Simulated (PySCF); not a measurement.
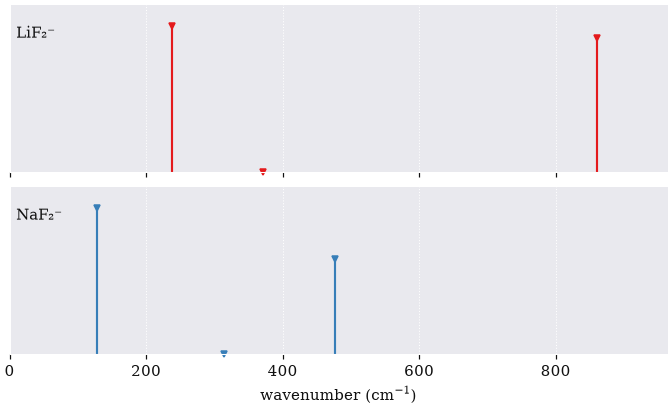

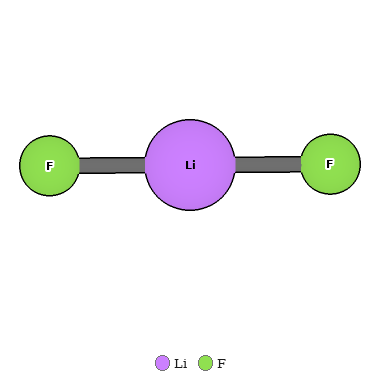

Harmonic infrared lines of LiF₂⁻ and NaF₂⁻, all D∞h singlets, each the lowest point that its search found (LiF₂⁻ is drawn); the central atom changes down one group of the periodic table. PBE0/def2-TZVPD, PySCF, unscaled, no spin-orbit coupling; each panel is scaled to its strongest line, degenerate modes are one line with their intensities summed, and dots on the axis are modes too weak to show or inactive.

> How do the bond length and the stretches change along the series?

Mean bond length: LiF₂⁻ 1.688, NaF₂⁻ 2.043 Å, rising down the group. Highest σu+ mode: LiF₂⁻ 861, NaF₂⁻ 477 cm⁻¹, falling down the group.

> Give the modes by symmetry (cm⁻¹).

| symmetry | LiF₂⁻ | NaF₂⁻ |
| --- | --- | --- |
| πu | 237.7 | 128.5 |
| σg+ | 370.8 | 314.2 |
| σu+ | 861.0 | 476.6 |
